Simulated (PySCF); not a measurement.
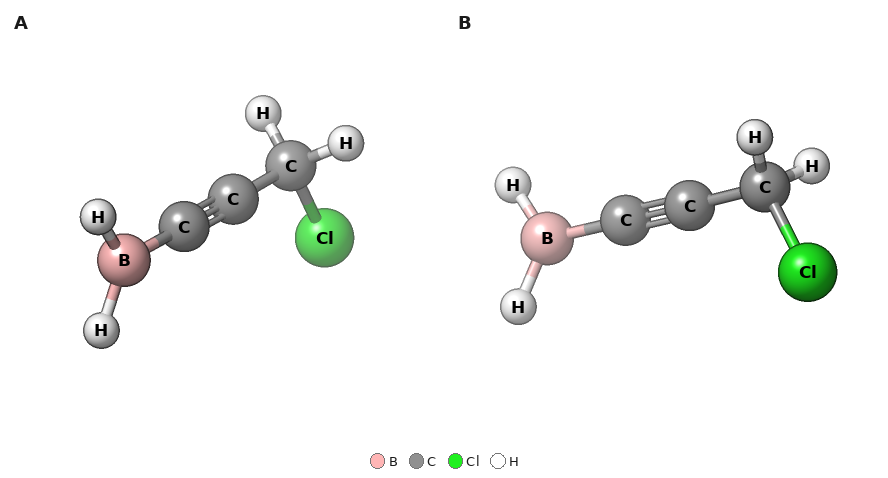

Distant atoms are faded towards the background colour. The geometry was computed by an optimisation with PBE0-D3(BJ)/def2-SVP. No frequency run is at hand to confirm it as a minimum.

Can A be turned into B by a rotation alone?

Yes. They are the same structure, C3H4BCl (BC#CCCl), seen from two directions. With point group Cs it is achiral, so its mirror image would be the same too.
